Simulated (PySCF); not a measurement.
# AlNH3 (SMILES [NH2][AlH]) at NEVPT2(3,3)/STO-3G

Aim: the energy change on altering one bond length of AlNH3 at NEVPT2(3,3)/STO-3G, from 2 runs. Input form: a Python script.

Program for the calculation: PySCF 2.14.0.

11 further runs of the same task are left out: 11 set aside as unsound or not needed.

## 1. Starting point

AlNH3: 5 atoms, total charge 0, spin state doublet. SMILES: `[NH2][AlH]`. The shape is that of a PBE0-D4/def2-TZVP optimisation. This is one conformer, not always the lowest.

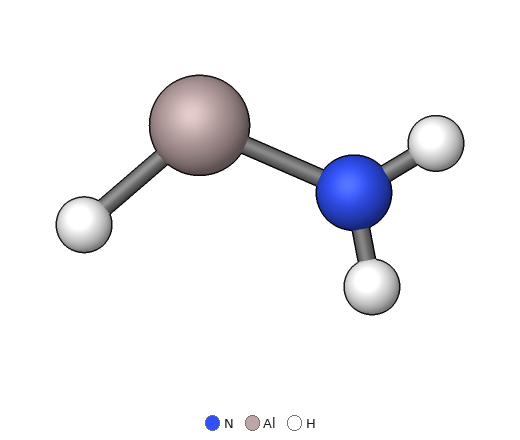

The structure, seen from a chosen angle (nitrogen blue, aluminium light grey, hydrogen white).

## 2. The energy at NEVPT2(3,3)/STO-3G

File input.py:

```python
import numpy
from pyscf import gto, scf, mp, mcscf, mrpt

mol = gto.Mole()
mol.atom = '''
N     -0.220342    -1.248731     0.330891
Al     1.580945     1.575843     0.228279
H      0.280624    -2.844605     1.238715
H     -1.909190    -1.479278    -0.524210
H      0.362449     3.857687    -1.351910
'''
mol.max_memory = 1860
mol.unit = 'bohr'
mol.verbose = 4
mol.basis = 'sto-3g'
mol.spin = 1
mol.build()

calc0 = mol.ROHF()
calc0.conv_tol = 1e-10
calc0.kernel()
if not calc0.converged:
    calc0 = calc0.newton().run(calc0.mo_coeff, calc0.mo_occ)

pt = mp.MP2(scf.addons.convert_to_uhf(calc0)).run()
noons, natorbs = mcscf.addons.make_natural_orbitals(pt)
print('natural occupations', numpy.round(noons[:40], 4))
cas = mcscf.CASSCF(calc0, 3, 3)
cas.fix_spin_(ss=0.75)
cas.natorb = True
cas.kernel(natorbs)
e_pt2 = mrpt.NEVPT(cas).kernel()
etot = cas.e_tot + e_pt2
print(f'total energy: {etot:.8f} hartree')
```

The run is started by

```
$ OMP_NUM_THREADS=1 python input.py
```

Standard output:

```text
PySCF version 2.14.0

[INPUT] num. atoms = 5
[INPUT] num. electrons = 23
[INPUT] charge = 0
[INPUT] spin (= nelec alpha-beta = 2S) = 1
[INPUT] symmetry False subgroup None
[INPUT] Mole.unit = bohr
[INPUT] Symbol           X                Y                Z      unit          X                Y                Z       unit  Magmom
[INPUT]  1 N     -0.116599965009  -0.660799987769   0.175099976499 AA   -0.220342000000  -1.248731000000   0.330891000000 Bohr   0.0
[INPUT]  2 Al     0.836600065718   0.833900203588   0.120800044532 AA    1.580945000000   1.575843000000   0.228279000000 Bohr   0.0
[INPUT]  3 H      0.148499825637  -1.505300140069   0.655499748825 AA    0.280624000000  -2.844605000000   1.238715000000 Bohr   0.0
[INPUT]  4 H     -1.010299839316  -0.782800206215  -0.277399985736 AA   -1.909190000000  -1.479278000000  -0.524210000000 Bohr   0.0
[INPUT]  5 H      0.191799750921   2.041400047262  -0.715399963215 AA    0.362449000000   3.857687000000  -1.351910000000 Bohr   0.0

nuclear repulsion = 46.2350893327327
number of shells = 11
number of NR pGTOs = 51
number of NR cGTOs = 17
basis = sto-3g
ecp = {}

[... 37 lines left out ...]
converged SCF energy = -294.442613746334
[... 32 lines left out ...]
sorting_mo_energy = False
[... 28 lines left out ...]
1-step CASSCF converged in   7 macro (102 JK  22 micro) steps
[... 2 lines left out ...]
Natural orbital (expansion on meta-Lowdin AOs) in CAS space
[... 2 lines left out ...]
0 N 2s           0.24024   0.11402   0.34276
0 N 2px         -0.60794   0.08818  -0.52244
[... 13 lines of this table left out ...]
4 H 1s           0.01302   0.26459  -0.02418
<CAS-nat-orb|mo-hf>  11     7        0.42183325
<CAS-nat-orb|mo-hf>  11     8       -0.73362615
<CAS-nat-orb|mo-hf>  11     9       -0.50053880
<CAS-nat-orb|mo-hf>  12     12      -0.99999738
<CAS-nat-orb|mo-hf>  13     15       0.54789017
<CAS-nat-orb|mo-hf>  13     17      -0.72715167
CASSCF energy = -294.458948463468
CASCI E = -294.458948463468  E(CI) = -2.47890475530511  S^2 = 0.7500000

******** <class 'pyscf.mrpt.nevpt2.NEVPT'> ********
NEVPT2 (2e+1e, 3o), ncore = 10, nvir = 4
root = 0
Natural occ [1.98185337 0.99983792 0.01830871]
Natural orbital (expansion on meta-Lowdin AOs) in CAS space
               #1        #2        #3
0 N 1s           0.00223  -0.00123  -0.00493
0 N 2s           0.24024   0.11402   0.34276
0 N 2px         -0.60794   0.08818  -0.52244
[... 13 lines of this table left out ...]
4 H 1s           0.01302   0.26459  -0.02418
<CAS-nat-orb|mo-hf>  11     7        0.42183325
<CAS-nat-orb|mo-hf>  11     8       -0.73362615
<CAS-nat-orb|mo-hf>  11     9       -0.50053880
<CAS-nat-orb|mo-hf>  12     12      -0.99999738
<CAS-nat-orb|mo-hf>  13     15       0.54789017
<CAS-nat-orb|mo-hf>  13     17      -0.72715167
Sr    (-1)',   E = -0.00042690914098
Si    (+1)',   E = -0.00036368031985
Sijrs (0)  ,   E = -0.03848399987353
Sijr  (+1) ,   E = -0.00597804250598
Srsi  (-1) ,   E = -0.00459457045248
Srs   (-2) ,   E = -0.00027302330104
Sij   (+2) ,   E = -0.00072361468837
Sir   (0)' ,   E = -0.00907042507876
Nevpt2 Energy = -0.059914265361000
total energy: -294.51886273 hartree
```

It took 1.2 s on 1 thread of Arm Neoverse V1, shared host; peak memory 0.12 GiB.

## 3. The distorted shape at the same level

File run.py:

```python
import numpy
from pyscf import gto, scf, mp, mcscf, mrpt

system = gto.M(
    atom='''
N        0.062181      -0.636394       0.265621
Al       1.015381       0.858306       0.211321
H        0.327281      -1.480894       0.746021
H       -1.010300      -0.782800      -0.277400
H        0.370581       2.065806      -0.624879
''',
    max_memory=1860,
    verbose=3,
    spin=1,
    basis='sto-3g',
)

hf = system.ROHF()
hf.conv_tol = 1e-10
hf.kernel()
if not hf.converged:
    hf = hf.newton().run(hf.mo_coeff, hf.mo_occ)

pt = mp.MP2(scf.addons.convert_to_uhf(hf)).run()
noons, natorbs = mcscf.addons.make_natural_orbitals(pt)
print('natural occupations', numpy.round(noons[:40], 4))
cas = mcscf.CASSCF(hf, 3, 3)
cas.fix_spin_(ss=0.75)
cas.natorb = True
cas.kernel(natorbs)
e_pt2 = mrpt.NEVPT(cas).kernel()
etot = cas.e_tot + e_pt2
print(f'total energy: {etot:.8f} hartree')
```

The run is started by

```
$ OMP_NUM_THREADS=1 python run.py
```

Standard output:

```text
converged SCF energy = -294.414356434431
E(UMP2) = -294.493822534722  E_corr = -0.0794661002910793
E(SCS-UMP2) = -294.500324977754  E_corr = -0.0859685433230565
natural occupations [2.     2.     1.9999 1.9995 1.9995 1.9993 1.9922 1.9905 1.988  1.985
 1.9786 1.0005 0.0215 0.013  0.0123 0.0106 0.0097]
CASSCF energy = -294.440887541953
CASCI E = -294.440887541953  E(CI) = -2.23518968722283  S^2 = 0.7500000
Sr    (-1)',   E = -0.00049586611014
Si    (+1)',   E = -0.00043384363776
Sijrs (0)  ,   E = -0.03837472046115
Sijr  (+1) ,   E = -0.00610019920245
Srsi  (-1) ,   E = -0.00476043874798
Srs   (-2) ,   E = -0.00024514755120
Sij   (+2) ,   E = -0.00079269068767
Sir   (0)' ,   E = -0.01007278730088
Nevpt2 Energy = -0.061275693699232
total energy: -294.50216324 hartree
```

Run time: 0.95 s. Hardware: 1 thread of Arm Neoverse V1, shared host; peak memory 0.12 GiB.

## 4. What came out

Level: NEVPT2(3,3)/STO-3G.

| quantity | value |
| --- | --- |
| first shape: total energy | -294.51886 Eh |
| first shape: dipole moment (Hartree–Fock density) | 1.70 D |
| distorted shape: total energy | -294.50216 Eh |
| distorted shape: dipole moment (Hartree–Fock density) | 1.85 D |
| energy change with the N1–H4 bond stretched from 1.009 to 1.211 Å | 0.454 eV |

With the N1–H4 bond stretched from 1.009 to 1.211 Å the energy rises by 0.45 eV (43.8 kJ/mol). The first shape isn't relaxed at this level, so the change isn't measured from a minimum. The minimal basis adds a large error of its own. Mulliken charges (first shape) of the mean-field density run from -0.66 on N1 to +0.74 on Al2.
